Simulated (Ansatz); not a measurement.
# CH₂AlFO: taking an electron away

Aim: the vertical ionisation energy of CH₂AlFO, as cation minus neutral at the neutral's geometry, on several levels, and how well −ε(HOMO) stands in for it.

The runs use Ansatz 0.2.0, Gaussian basis; unrestricted cation, the program's frozen cores in correlated methods.

Levels to be run: UKS PBE-D4/def2-TZVPP; UKS r2SCAN-D4/def2-TZVPP; UKS PBE0-D4/def2-TZVPP; UKS B3LYP-D4/def2-TZVPP; UKS wB97X-V/def2-TZVPP; UKS wB97M-V/def2-TZVPP; UKS B2PLYP/def2-TZVPP; UHF-CCSD(T)/def2-TZVPP; UHF-MP2/def2-QZVPP; extrapolation to the limit; then −ε(HOMO) from the neutral's earlier runs with LDA (SPW92), PBE-D4, revPBE-D4, BLYP-D4, r2SCAN-D4, B97M-V, PBE0-D4, B3LYP-D4, r2SCANh-D4, r2SCAN0-D4, HSE06-D4, BHLYP-D4, CAM-B3LYP-D4, LC-ωPBE, ωB97X-V, ωB97M-V.

## (1) The relaxed structure

An earlier PBE0-D4 in a triple-zeta def2 set relaxation fixed the geometry.

SMILES `[F][Al]1[CH2][O]1`, 6 atoms, charge 0, spin multiplicity 1.

Atoms are counted from 1 here; the program's logs count them from 0.

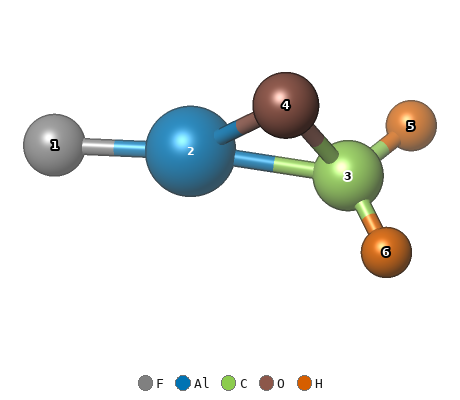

The structure; fluorine grey, aluminium blue, carbon green, oxygen brown, hydrogen orange; atoms are numbered from 1 in the order of the file.

## (2) Cation, UKS PBE-D4/def2-TZVPP

in.yaml

```yaml
crystal:
  periodic: [false, false, false]
  atoms:
    - {symbol: F, position_ang: [-0.391796, -2.590736, 0.634582]}
    - {symbol: Al, position_ang: [-0.190299, -1.024519, 0.215913]}
    - {symbol: C, position_ang: [0.331959, 0.748363, -0.049716]}
    - {symbol: O, position_ang: [-0.897659, 0.191062, -0.720311]}
    - {symbol: H, position_ang: [1.093151, 1.053655, -0.767309]}
    - {symbol: H, position_ang: [0.096743, 1.558074, 0.640641]}
basis:
  gaussian: {orbitals: def2-TZVPP}
total_charge: 1
magnetization: {spin_polarized: true, initial_magnetization: 1}
hamiltonian: {xc: pbe, dispersion: d4}
```

Launch:

```
$ ansatz run in.yaml --threads 2 --pin off --events-out ev --progress --plain --max-ram 4352MiB
```

The runs that follow: Cation, UKS r2SCAN-D4/def2-TZVPP; Cation, UKS PBE0-D4/def2-TZVPP; Cation, UKS B3LYP-D4/def2-TZVPP; Cation, UKS wB97X-V/def2-TZVPP; Cation, UKS wB97M-V/def2-TZVPP; Cation, UKS B2PLYP (frozen core)/def2-TZVPP; Cation, UHF-CCSD(T)/def2-TZVPP; Cation, UHF-MP2/def2-QZVPP.

**Question.** What will the summary of the whole plan be? Wanted: ionisation energy, CCSD(T)/CBS; nearest functional by difference; nearest −ε(HOMO); −ε(HOMO) of PBE; T1 of the cation.

**Answer**, as computed:

```
                        quantity                value
  ionisation energy, CCSD(T)/CBS              9.54 eV
nearest functional by difference  B3LYP-D4 (-0.13 eV)
                nearest −ε(HOMO)   LC-ωPBE (+0.11 eV)
                 −ε(HOMO) of PBE              5.66 eV
                T1 of the cation                0.023
```

What this shows: By cation minus neutral, the functionals miss by 0.33 eV at most. −ε(HOMO) of PBE misses by 3.9 eV, since self-interaction lifts the level. Among orbital estimates LC-ωPBE comes nearest. Hartree-Fock falls 1.15 eV short, as the neutral has more correlation energy than the cation. The cation may have settled in a state other than its lowest; no search over hole states beyond the program's own was made.
